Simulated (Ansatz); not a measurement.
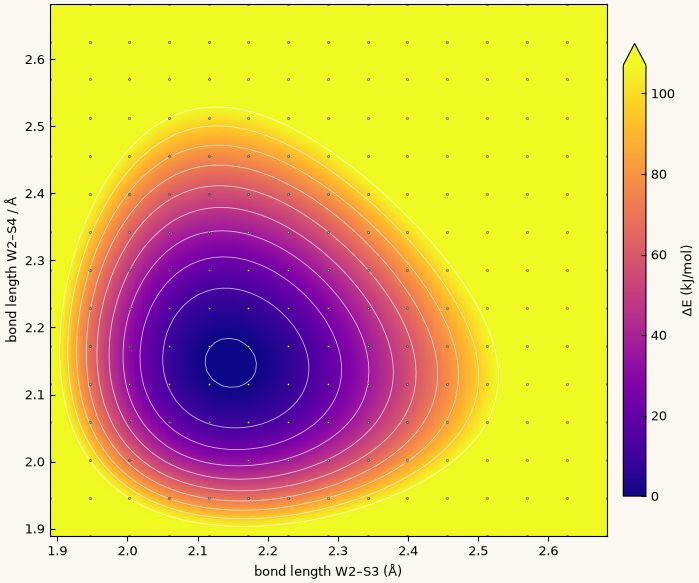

S₃W, SMILES [S]=[W](=[S])=[S]. Coordinates scanned: (1) bond length W2–S3; (2) bond length W2–S4. Nothing is relaxed (all other coordinates rigid). The grid has 15 × 15 points; 120 points were computed and 105 follow by symmetry. Points are written as (first, second). Energies are in kJ/mol, from the lowest grid point. The calculation used RKS PBE-D4/def2-TZVP (Ansatz 0.2.0).

Drawn: a smooth colour map with a few white contour lines, dots at the grid points, one colour for all values above the top of the scale. Between grid points the surface is interpolated.

**Where is the minimum, and how stiff is the well along each coordinate?**

The interpolated minimum is at bond length W2–S3 ≈ 2.146 Å, bond length W2–S4 ≈ 2.146 Å. The curvatures there are about 27 eV/Å² and 27 eV/Å², with a cross term of about 2 eV/Å². Round the minimum the two coordinates are weakly coupled (coupling 0.07 in units of the two stiffnesses). (1 eV is 96.5 kJ/mol.)
